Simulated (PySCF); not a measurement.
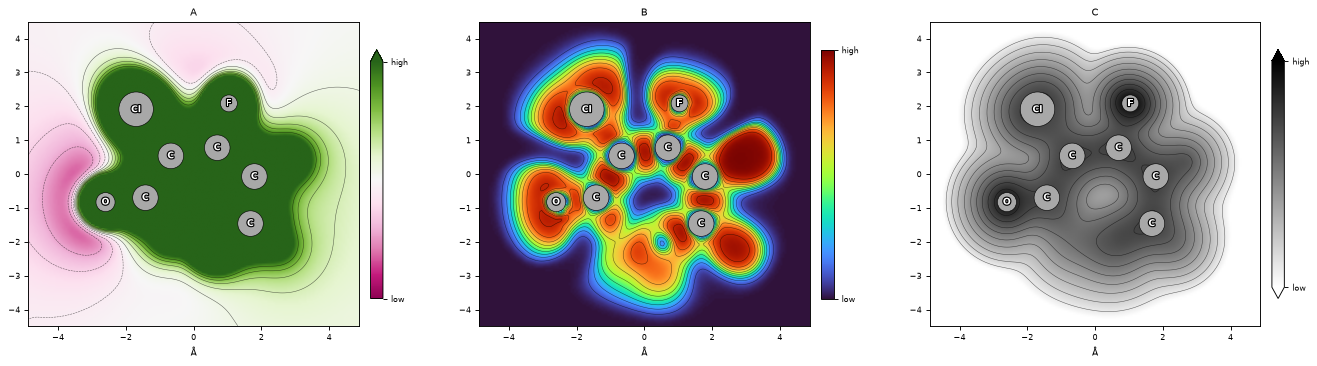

C7H3ClFO (SMILES O=c1c[c]ccc(F)c1Cl) (doublet): 3 fields on the plane of atoms F8, C7 and C9, with unlabelled colour scales. Grey discs cover the atomic cores.

Geometry: GFN2-xTB.

All numbers below come from UKS B3LYP, pcH-1 on C Cl F H O, non-relativistic, mean-field spin-orbit, GIAO in PySCF 2.14.0, density-fitted response routines.

Match the panels to the quantities (electron density, electron localisation function and electrostatic potential).

Answer. Panel A: electrostatic potential (strongly positive close to the atoms, with negative regions outside electron-rich atoms). Panel B: electron localisation function. Panel C: electron density. From the grid: C–O (1.21 Å): the density is about 3.3 e/Å³ at the midpoint; the ELF peaks at about 0.85 between the atoms: a short, multiple covalent bond. C–F (1.35 Å): ρ is about 2.2 e/Å³ halfway, with its minimum of 1.8 e/Å³ about 0.5 Å from C; the ELF peaks at about 0.85 between the atoms, as expected for a polar covalent bond.
